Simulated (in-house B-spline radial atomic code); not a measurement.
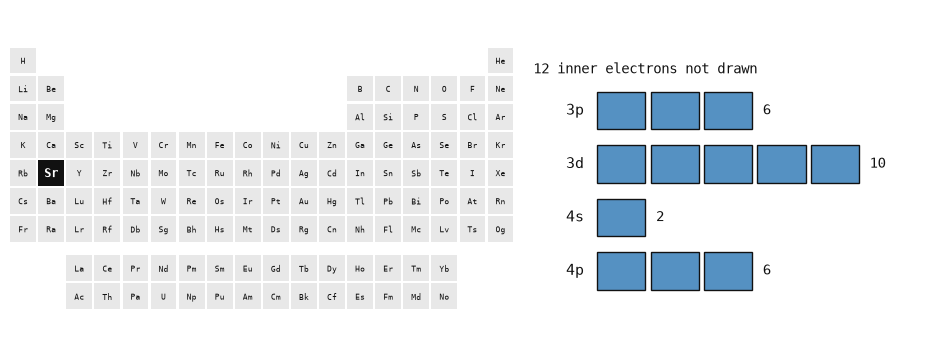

Figure 1. Left, the place of strontium in the periodic table; right, the outer shells of the closed core: a box for each of the 2l + 1 orbitals, shaded by the share of the shell that is filled, with the electron count at the right.

# Many-body perturbation calculation for Sr²⁺

- system: Sr²⁺, core [Ar] 3d10 4s2 4p6.
- method: relativistic RPA (time-dependent Dirac-Hartree-Fock) and second-order many-body perturbation theory, no-pair Dirac-Coulomb, closed shell, B-spline basis (in-house B-spline radial atomic code)

Summary:

| quantity | value |
| --- | --- |
| outcome | converged |
| hardware | 1 CPU thread, shared host |
| wall time | 5.9 s |

The input:
```
basis_form = 2
Z = 38
core_configuration = [Ar] 3d10 4s2 4p6
rms_radius = 4.224
mass_number = 88
speed_of_light = 13703.5999084
box_radius = 18.686
lmax = 7
intervals = 64
virtual_cutoff = 36100.0
```

Launched within a batch (the task file carries these settings):
```bash
python <driver script> task.json out
```

The program writes its results to a structured record and prints no log; tables and figures of this report are taken from that record.

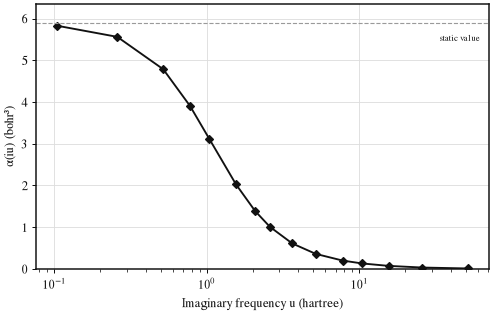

Figure 2. Dipole polarisability at imaginary frequency of Sr²⁺ (strontium, Z = 38), [Ar] 3d¹⁰ 4s² 4p⁶. Relativistic RPA on Dirac–Hartree–Fock, no-pair Dirac–Coulomb, finite nucleus, computed with a B-spline radial code. Speed of light scaled by 100. The static dipole polarisability is 5.88 bohr³; α(iu) falls to half of it near u = 1.1 hartree. The Casimir–Polder integral gives C₆ = 29.3 hartree bohr⁶ for two such species.
